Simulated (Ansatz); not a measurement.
## Geometry relaxation, with input and output: WH₆ClO₂F (part 2 of 2)

WH₆ClO₂F; RHF/def2-SVP (Ansatz 0.2.0). The input holds or restrains some coordinates. It belongs to a series of runs on one base structure; here: pulled along the bonds that form and break, towards end A.

Geometry of the input (Å):
```
W  0.0000  0.0000  0.0000
Cl 0.0000  0.0000  2.7400
H  1.7200  0.0000  0.0000
H  0.0000  1.7200  0.0000
O  -1.9400  0.0000  0.0000
H  -2.2771  -0.1263  0.9437
F  0.0000  -1.8500  0.0000
H  0.0000  0.0000  -1.7200
O  1.4672  -1.5382  0.7063
H  1.0148  -2.4401  0.7510
H  1.0355  -1.0857  1.9242
```

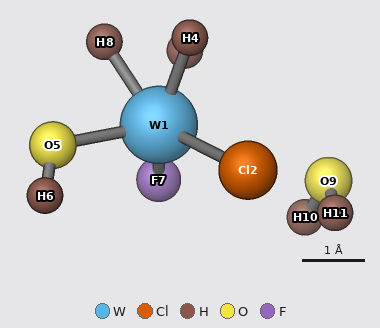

The geometry at step 11 of the log (ball-and-stick view, seen at a tilt; atoms are numbered from 1 in the order of the input).

Trajectory as extended XYZ, continued
```
11
Properties=species:S:1:pos:R:3:forces:R:3 step=3 energy=-21171.15453
W    -0.1496    0.0978    0.0939    3.6875  -4.8060   2.7516
Cl   -0.1645    0.1753    2.6782    0.0093   0.4086  -1.7708
H     1.7009    0.0433   -0.0321   -1.5618   1.4604  -1.5011
H     0.0039    1.7394   -0.0120    0.3164   1.0790  -0.8313
O    -1.9665    0.0233    0.0163   -2.1881   0.7810  -0.0913
H    -2.2834   -0.1253    0.9219   -0.3562   0.0176  -0.7336
F    -0.1203   -1.8563   -0.0765   -3.4971   0.8149  -2.4887
H     0.0041    0.0133   -1.6927   -0.0409   0.8315   1.6113
O     1.6859   -1.7019    0.9502   -0.0796  -0.5574   3.3680
H     1.0474   -2.4231    0.7576    2.1164   1.1001   0.3378
H     1.2625   -1.3060    1.7405    1.5939  -1.1297  -0.6520
11
Properties=species:S:1:pos:R:3:forces:R:3 step=4 energy=-21172.29594
W    -0.1869    0.1207    0.1556    2.6131  -3.9122   1.8772
Cl   -0.2298    0.2536    2.6083    0.2775   0.3477  -1.2363
H     1.6483    0.0680   -0.0713   -1.7764   0.8531  -1.0689
H     0.0138    1.7649   -0.0378    0.2960   0.5545  -0.8514
O    -2.0153    0.0401    0.0032   -1.3666   0.6156  -0.5832
H    -2.3050   -0.1256    0.9088   -0.4994   0.0234  -0.4956
F    -0.1456   -1.8246   -0.1057   -1.5737   1.4017  -1.1647
H    -0.0023    0.0412   -1.6413   -0.1721   0.9536   1.6693
O     1.7995   -1.8367    1.0341   -0.2244  -1.2748   0.5710
H     1.0793   -2.4271    0.7551    1.8820   0.4255   0.1771
H     1.3643   -1.3948    1.7361    0.5438   0.0119   1.1055
11
Properties=species:S:1:pos:R:3:forces:R:3 step=5 energy=-21173.60190
W    -0.2085    0.0912    0.2198    0.7922  -2.2735   1.0478
Cl   -0.2210    0.3142    2.5803    0.3308   0.4217  -0.3878
H     1.5170    0.1159   -0.1525   -1.1277   0.5035  -0.8410
H     0.0356    1.7490   -0.1086    0.1490  -0.4185  -0.4583
O    -2.0576    0.0815   -0.0452   -0.2417   0.6583  -0.4360
H    -2.3603   -0.1185    0.8487   -0.5009   0.0756  -0.5345
F    -0.1667   -1.7992   -0.1343   -0.4331   0.8699  -0.5466
H    -0.0202    0.1348   -1.5230   -0.1700   0.7742   1.1309
O     1.9091   -1.9747    1.1252   -1.7272  -0.4465   0.2819
H     1.1421   -2.4470    0.7451    1.9971   0.2790   0.3914
H     1.4509   -1.4674    1.7897    0.9315  -0.4436   0.3522
11
Properties=species:S:1:pos:R:3:forces:R:3 step=6 energy=-21174.56846
W    -0.2336    0.0107    0.2810    0.5283  -0.5563  -0.1941
Cl   -0.1343    0.3509    2.6300    0.1836   0.3731  -0.4083
H     1.3968    0.1842   -0.2900   -1.1839   0.2249  -0.2710
H     0.0537    1.6456   -0.1523    0.0331  -0.7458   0.1024
O    -2.0741    0.1756   -0.1035    0.4017   0.3184   0.5425
H    -2.4503   -0.0997    0.7490   -0.3194   0.2507  -0.8964
F    -0.1721   -1.8246   -0.1828   -0.0941   0.1824  -0.4378
H    -0.0430    0.2458   -1.4056   -0.2347   0.3082   0.8787
O     1.9651   -2.0145    1.1918   -2.2806   0.3351   0.5549
H     1.2271   -2.4767    0.7510    1.6985   0.3119   0.5683
H     1.4850   -1.5176    1.8766    1.2675  -1.0027  -0.4391
11
Properties=species:S:1:pos:R:3:forces:R:3 step=7 energy=-21175.17353
W    -0.2589   -0.0614    0.2872   -0.0348   0.0866   0.1750
Cl   -0.0214    0.3876    2.6202    0.0518   0.2501  -0.4744
H     1.2411    0.2390   -0.3934   -0.4579  -0.0526  -0.1085
H     0.0707    1.5314   -0.1236    0.0546  -0.2633   0.1831
O    -2.0708    0.3074   -0.1316   -0.0571  -0.5938   1.5090
H    -2.5467   -0.0712    0.6459    0.2493   0.7326  -1.4679
F    -0.1564   -1.8555   -0.2834    0.0313  -0.1931  -0.3970
H    -0.0957    0.3094   -1.3232   -0.1239   0.1919   0.1979
O     2.0089   -1.9935    1.2469   -2.3824   0.5507   1.1134
H     1.3269   -2.5077    0.7849    1.2376   0.4024   0.5898
H     1.5227   -1.6060    2.0152    1.4315  -1.1115  -1.3204
11
Properties=species:S:1:pos:R:3:forces:R:3 step=8 energy=-21175.44172
W    -0.2746   -0.0750    0.2745    0.2944  -0.3038  -0.0062
Cl    0.0333    0.4315    2.5848   -0.0343   0.1475  -0.4297
H     1.1854    0.2091   -0.4675   -0.3351  -0.0203  -0.1805
H     0.1137    1.5105   -0.0649    0.0332  -0.1539   0.2455
O    -2.0874    0.3225   -0.1091   -0.2339  -0.4712   0.8839
H    -2.6277   -0.0569    0.6091    0.3532   0.5649  -0.9531
F    -0.0950   -1.8339   -0.4039   -0.0978   0.0484  -0.1027
H    -0.1674    0.4041   -1.3059   -0.1200   0.1918   0.2238
O     2.0078   -1.9724    1.2778   -2.0452   0.1477   0.9802
H     1.4163   -2.6425    0.9024    0.9509   0.7406   0.4182
H     1.5160   -1.6173    2.0479    1.2347  -0.8918  -1.0795
11
Properties=species:S:1:pos:R:3:forces:R:3 step=9 energy=-21175.65938
W    -0.2930   -0.1170    0.2302    0.6432  -0.0879  -0.0217
Cl    0.0990    0.4055    2.5173   -0.2757   0.1066  -0.2747
H     1.1060    0.1658   -0.6039   -0.2344  -0.0609  -0.1562
H     0.1548    1.4737    0.0382    0.1264  -0.1477   0.0810
O    -2.0994    0.3219   -0.1229   -0.3852  -0.2471   0.5614
H    -2.6897    0.0176    0.5782    0.3198   0.2668  -0.5824
F    -0.0957   -1.8488   -0.5256   -0.0062   0.0763   0.0847
H    -0.2429    0.5135   -1.2985   -0.1216   0.0969   0.3151
O     2.0178   -1.9106    1.3517   -2.2666  -0.3964   1.1505
H     1.4888   -2.6343    0.9708    0.9810   0.9388   0.5082
H     1.5746   -1.7076    2.2099    1.2194  -0.5455  -1.6660
11
Properties=species:S:1:pos:R:3:forces:R:3 step=10 energy=-21175.82467
W    -0.3015   -0.1383    0.2050    0.7551   0.4281  -0.2544
Cl    0.0722    0.3928    2.4920   -0.3939  -0.0482  -0.1741
H     1.0113    0.0825   -0.7591   -0.1572   0.0023  -0.1300
H     0.3097    1.4064    0.1272    0.1644  -0.1775   0.0307
O    -2.1130    0.3056   -0.1367   -0.3303  -0.1883   0.3930
H    -2.7358    0.0394    0.5423    0.2457   0.0742  -0.3108
F    -0.0672   -1.8670   -0.5462   -0.1533  -0.0957   0.2077
H    -0.3156    0.6695   -1.2334   -0.0521  -0.0317   0.3040
O     2.0215   -1.8782    1.3820   -1.8493  -0.3434   1.0078
H     1.5479   -2.6462    1.0299    0.7349   0.8388   0.3953
H     1.5909   -1.6866    2.2422    1.0360  -0.4586  -1.4692
11
Properties=species:S:1:pos:R:3:forces:R:3 step=11 energy=-21176.03841
W    -0.2968   -0.1158    0.1609    0.6553   0.3170   0.0056
Cl    0.0073    0.3375    2.4759   -0.4449  -0.0092  -0.2255
H     0.9330    0.0516   -0.9163   -0.1258  -0.0732  -0.1211
H     0.4945    1.3636    0.1729    0.1155  -0.3665  -0.0462
O    -2.1249    0.2963   -0.1384   -0.0453  -0.0602   0.0475
H    -2.7459    0.0101    0.5234    0.0474  -0.0732   0.0003
F    -0.1122   -1.8961   -0.4833   -0.1199   0.0928   0.2354
H    -0.3637    0.8054   -1.1993   -0.0240   0.0770   0.2564
O     2.0008   -1.8274    1.4040   -1.2040  -0.4216   0.5676
H     1.6422   -2.6603    1.0773    0.4322   0.7902   0.3073
H     1.5862   -1.6852    2.2682    0.7134  -0.2731  -1.0273
11
Properties=species:S:1:pos:R:3:forces:R:3 step=12 energy=-21176.20457
W    -0.2963   -0.0955    0.1278    0.5903   0.2541   0.0095
Cl   -0.0851    0.2834    2.4729   -0.3384   0.0195  -0.4013
H     0.8659   -0.0073   -1.0417   -0.1311  -0.0151   0.0000
H     0.6766    1.2926    0.1832   -0.1300  -0.5907  -0.0085
O    -2.1359    0.2915   -0.1436    0.1453   0.0007  -0.0105
H    -2.7493   -0.0350    0.5047    0.0045  -0.1183   0.0419
F    -0.1596   -1.9180   -0.4137   -0.1401   0.3394   0.2812
H    -0.3888    0.9566   -1.1356    0.0473  -0.0313   0.2783
O     1.9996   -1.7899    1.4077   -0.8642  -0.1692   0.5418
H     1.6858   -2.6423    1.1032    0.2377   0.5599   0.2077
H     1.6074   -1.6564    2.2804    0.5786  -0.2489  -0.9402
11
Properties=species:S:1:pos:R:3:forces:R:3 step=13 energy=-21176.30372
W    -0.3064   -0.0810    0.0971    0.3838  -0.3788   0.6440
Cl   -0.1640    0.2415    2.4539   -0.2317   0.0367  -0.4117
H     0.8109   -0.0342   -1.1195   -0.0256  -0.1051  -0.0140
H     0.8186    1.1662    0.2218   -0.1885  -0.2888  -0.1079
O    -2.1464    0.3038   -0.1540    0.0592   0.0520   0.0258
H    -2.7495   -0.0822    0.4763    0.1041  -0.0136  -0.1108
F    -0.2403   -1.9377   -0.3308   -0.0603   0.5147   0.0877
H    -0.3696    1.0678   -1.0735    0.0128   0.0199   0.0978
O     2.0058   -1.7468    1.3868   -0.6684   0.1571   0.6659
H     1.7252   -2.6164    1.1194    0.0833   0.2814   0.1049
H     1.6361   -1.6013    2.2677    0.5312  -0.2755  -0.9817
11
Properties=species:S:1:pos:R:3:forces:R:3 step=14 energy=-21176.30320 accepted=F
W    -0.3658   -0.1184    0.1248    0.6265   0.0947   0.2062
Cl   -0.2437    0.0997    2.4840   -0.1709   0.0769  -0.2313
H     0.7377   -0.1586   -1.1206   -0.0552  -0.0783   0.2024
H     0.8395    1.0151    0.2639    0.0646  -0.0496   0.0406
O    -2.1431    0.4377   -0.1962    0.0476  -0.1716   0.0873
H    -2.7623   -0.0486    0.3371   -0.2790   0.0361  -0.0129
F    -0.4028   -1.9614   -0.2888   -0.0704  -0.0568  -0.0314
H    -0.2763    1.1058   -0.9531   -0.0255   0.0514  -0.0551
O     2.0896   -1.6490    1.2990   -1.0077   0.1004   1.3546
H     1.7969   -2.5393    1.2036    0.1710  -0.5267  -0.7929
H     1.7508   -1.5034    2.1915    0.6992   0.5236  -0.7675
11
Properties=species:S:1:pos:R:3:forces:R:3 step=15 energy=-21176.33860
W    -0.3219   -0.0815    0.1194    0.3590  -0.3942   0.3076
Cl   -0.2086    0.2002    2.4768   -0.0911   0.0777  -0.3355
H     0.7930   -0.1028   -1.1042   -0.0585   0.0201   0.0151
H     0.8482    1.1051    0.2004   -0.0568  -0.0940   0.1125
O    -2.1435    0.3541   -0.1568   -0.1450  -0.0987   0.1206
H    -2.7614   -0.1036    0.4130    0.1662   0.1242  -0.1917
F    -0.3016   -1.9257   -0.3215   -0.0970   0.2005   0.1027
H    -0.3434    1.1068   -1.0106    0.0310  -0.0124   0.0423
O     2.0360   -1.7244    1.3489   -0.8393   0.2415   0.9295
H     1.7509   -2.6095    1.1522    0.1057   0.1768  -0.0692
H     1.6727   -1.5389    2.2276    0.6258  -0.2414  -1.0340
11
Properties=species:S:1:pos:R:3:forces:R:3 step=16 energy=-21176.36174
W    -0.3481   -0.1000    0.1305    0.2374  -0.2625   0.4742
Cl   -0.2266    0.1530    2.4928   -0.1382   0.0659  -0.3585
H     0.7640   -0.1550   -1.0895    0.0185  -0.0181  -0.0227
H     0.8688    1.0329    0.2493   -0.0648  -0.0699   0.0332
O    -2.1493    0.4001   -0.1848   -0.0156  -0.1197   0.1092
H    -2.7968   -0.0712    0.3365    0.1066   0.1057  -0.1186
F    -0.3934   -1.9482   -0.2889   -0.0031   0.1846   0.0638
H    -0.3009    1.1097   -0.9752    0.0269  -0.0122   0.0253
O     2.0715   -1.6779    1.3263   -0.8337   0.3061   0.9212
H     1.8000   -2.5664    1.1320    0.0797   0.0934  -0.0195
H     1.7312   -1.4974    2.2162    0.5863  -0.2734  -1.1076
11
Properties=species:S:1:pos:R:3:forces:R:3 step=17 energy=-21176.36978
W    -0.3801   -0.1229    0.1344    0.3335  -0.3153   0.5580
Cl   -0.2708    0.0837    2.5010   -0.1529   0.0837  -0.3354
H     0.7500   -0.2226   -1.0684   -0.0107  -0.0025  -0.0326
H     0.8678    0.9618    0.2830    0.0263   0.0109   0.0364
O    -2.1483    0.4505   -0.2042   -0.1042   0.0348  -0.0066
H    -2.8322    0.0109    0.2925    0.0284   0.0082  -0.0301
F    -0.4961   -1.9660   -0.2839    0.0700   0.1100   0.0409
H    -0.2602    1.0992   -0.9507    0.0201  -0.0087  -0.0146
O     2.1020   -1.6187    1.3105   -0.8299   0.2049   0.8718
H     1.9222   -2.5323    1.1240    0.0610   0.1324   0.0331
H     1.7661   -1.4639    2.2068    0.5583  -0.2585  -1.1211
11
Properties=species:S:1:pos:R:3:forces:R:3 step=18 energy=-21176.37318
W    -0.3970   -0.1224    0.1411    0.4349  -0.2061   0.4571
Cl   -0.2839    0.0674    2.5085   -0.1380   0.0692  -0.3213
H     0.7344   -0.2278   -1.0614   -0.0157   0.0106   0.0205
H     0.8598    0.9521    0.3097   -0.0011  -0.0231  -0.0015
O    -2.1563    0.4790   -0.2127    0.0011  -0.0574  -0.0147
H    -2.8459    0.0237    0.2593   -0.0447   0.0138   0.0142
F    -0.5003   -1.9634   -0.2714   -0.0519   0.0493  -0.0117
H    -0.2507    1.0992   -0.9414    0.0073   0.0101   0.0024
O     2.0931   -1.6401    1.2689   -0.6596   0.6061   0.9366
H     1.9744   -2.5738    1.1828   -0.0368  -0.0925  -0.0245
H     1.7929   -1.4143    2.1617    0.5045  -0.3800  -1.0570
```
